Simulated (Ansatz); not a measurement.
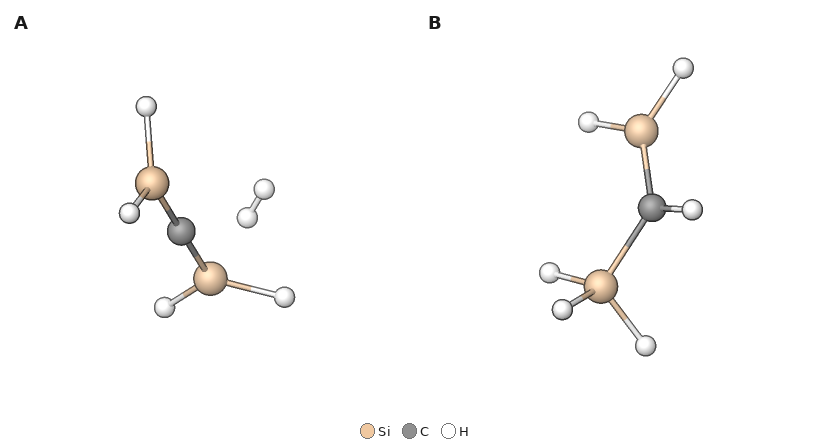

2 stationary structures of one formula. Geometries: PBE-D4/def2-SVP. Electronic energies: PBE-D4/def2-SVP (Ansatz 0.2.0), without zero-point energy. No frequency run is at hand to confirm each as a minimum. Each is one conformer, not always the lowest.

Question: Which structure is the most stable?

Answer: B is lowest; A lies 2.520 eV above it.
